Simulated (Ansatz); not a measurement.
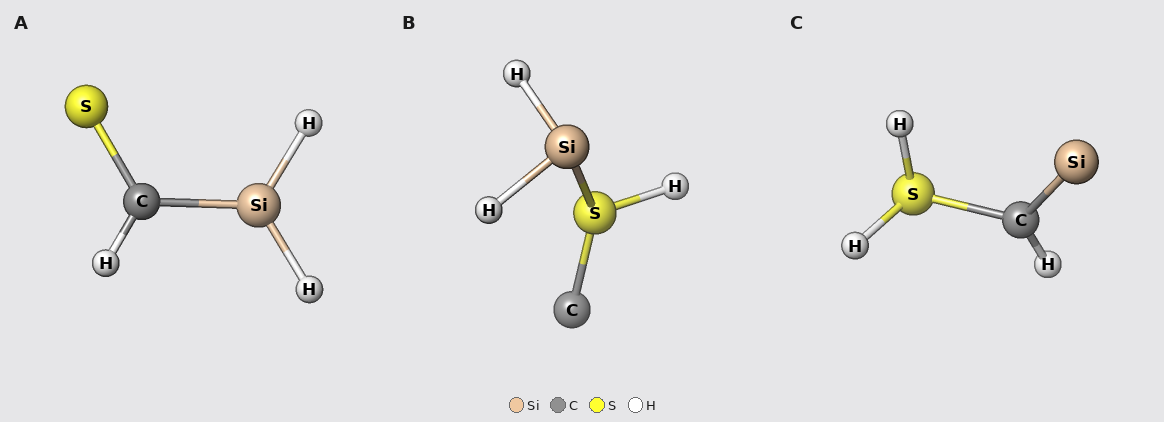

3 stationary structures of one formula. State: neutral, doublet. Geometries: PBE0-D4/def2-TZVP. Electronic energies: UHF-CCSD(T) (frozen core)/def2-TZVPP (Ansatz 0.2.0), without zero-point energy. No frequency run is at hand to confirm each as a minimum.

### Which structure is the most stable?

A is lowest (Cs); C lies 187.1 kJ/mol above it (C1), B lies 396.3 kJ/mol above it (C1).

The determinant isn't a pure spin state (⟨S²⟩ up to 0.99).
